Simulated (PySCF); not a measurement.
AsC, doublet (excess alpha electrons: σ +1). CCSD(T)/x2c-TZVPPall (sfX2C-1e) with PySCF 2.14.0, ROHF. One reference determinant with the occupation held, the lowest that a PBE0 search over spins and occupations found; no spin-orbit coupling. Zero is the separated fragments in their ground configurations, without counterpoise. Horizontal lines: vibrational levels from ωe and ωexe, starting at v = 0.

Q: What bond curve does the calculation give?

A: re = 1.687 Å, ωe = 1013 cm⁻¹, ωexe = 5.2 cm⁻¹, De = 4.28 eV.
```csv
r (Å),E (eV)
1.499,−3.32
1.566,−3.93
1.616,−4.17
1.666,−4.27
1.716,−4.27
1.783,−4.13
1.866,−3.82
1.966,−3.34
```

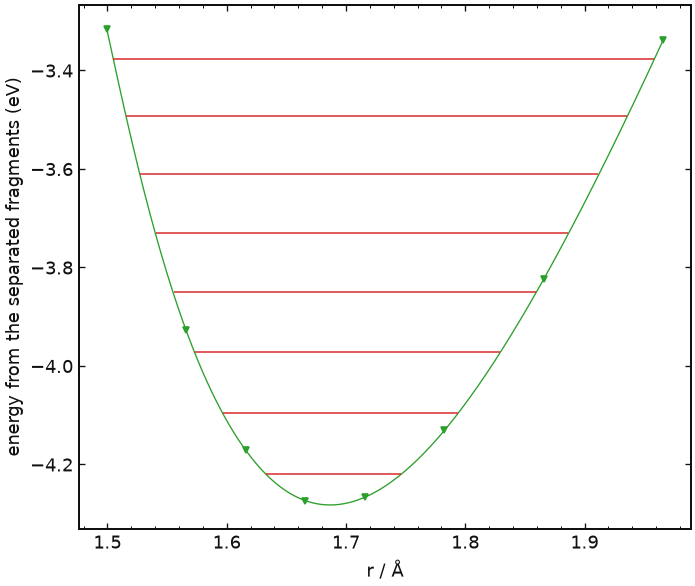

Caveats: lowest determinant of a PBE0 search, another state may lie lower.
